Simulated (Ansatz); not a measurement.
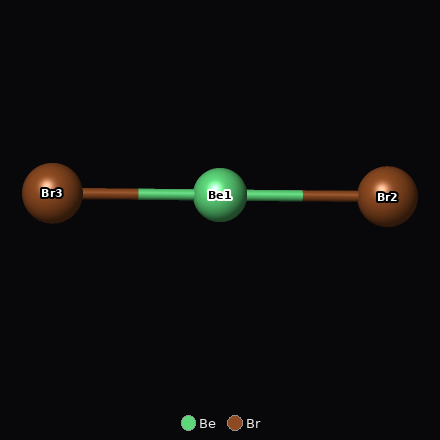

The system is BeBr2; the picture shows the reference structure. Coordinates scanned: (1) bond length Be1–Br2; (2) bond length Be1–Br3. Nothing is relaxed (all other coordinates rigid). The grid has 13 × 13 points; 91 points were computed and 78 follow by symmetry. Points are written as (first, second). Energies are in kcal/mol, from the lowest grid point. Computed with Ansatz, RKS PBE0-D4/def2-TZVP.

Its coordinates:

```csv
atom,x (Å),y (Å),z (Å)
Be,0.0003,0.0002,0.0000
Br,-0.0167,-0.0205,1.9519
Br,0.0163,0.0203,-1.9519
```

Range: bond length Be1–Br2 from 1.718 to 2.440 Å; bond length Be1–Br3 from 1.718 to 2.440 Å.

### Predict the map.

The lowest grid point is at (1.959 Å, 1.959 Å). No other kind of well shows on this grid. The highest grid point, (2.440 Å, 2.440 Å), lies 50.8 kcal/mol above the lowest. Round the minimum the contours are nearly round: the two directions are equally stiff and uncoupled.

```
bond length Be1–Br3 ↓, bond length Be1–Br2 →  1.718  1.778  1.838  1.898  1.959  2.019  2.079  2.139  2.199  2.260  2.320  2.380  2.440
                                       2.440   37.6   30.8   26.6   24.7   24.4   25.5   27.6   30.4   33.8   37.8   42.0   46.3   50.8
                                       2.380   33.5   26.6   22.4   20.4   20.1   21.1   23.2   26.0   29.4   33.3   37.5   41.9   46.3
                                       2.320   29.4   22.5   18.3   16.3   15.9   16.9   19.0   21.7   25.1   29.0   33.2   37.5   42.0
                                       2.260   25.7   18.7   14.4   12.4   12.0   13.0   14.9   17.7   21.1   24.9   29.0   33.3   37.8
                                       2.199   22.1   15.1   10.8    8.7    8.3    9.2   11.2   13.9   17.2   21.1   25.1   29.4   33.8
                                       2.139   19.1   12.1    7.7    5.6    5.1    6.0    7.9   10.6   13.9   17.7   21.7   26.0   30.4
                                       2.079   16.7    9.6    5.2    3.1    2.6    3.4    5.3    7.9   11.2   14.9   19.0   23.2   27.6
                                       2.019   15.1    7.9    3.5    1.3    0.8    1.6    3.4    6.0    9.2   13.0   16.9   21.1   25.5
                                       1.959   14.5    7.3    2.9    0.6    0.0    0.8    2.6    5.1    8.3   12.0   15.9   20.1   24.4
                                       1.898   15.2    8.0    3.5    1.2    0.6    1.3    3.1    5.6    8.7   12.4   16.3   20.4   24.7
                                       1.838   17.6   10.4    5.9    3.5    2.9    3.5    5.2    7.7   10.8   14.4   18.3   22.4   26.6
                                       1.778   22.2   14.9   10.4    8.0    7.3    7.9    9.6   12.1   15.1   18.7   22.5   26.6   30.8
                                       1.718   29.5   22.2   17.6   15.2   14.5   15.1   16.7   19.1   22.1   25.7   29.4   33.5   37.6
```

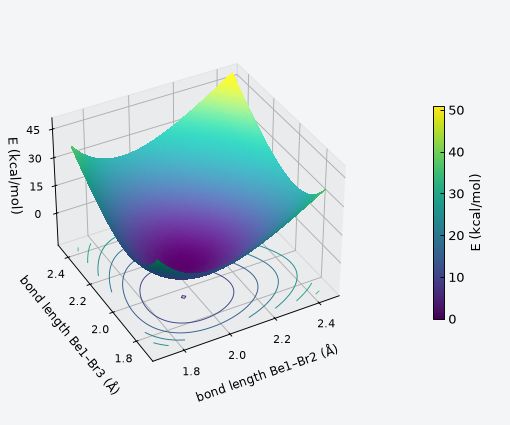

Drawn: a relief with its contours projected below. Between grid points the surface is interpolated.

Each point was launched as `ansatz run input.yaml --threads 1 --pin off --max-ram 2560MiB --backend cpu --events-out ev --progress --plain --runs-dir out`. Time for the 91 points that were run: 6.1 min on 1 thread of Arm Neoverse V1 (shared host).
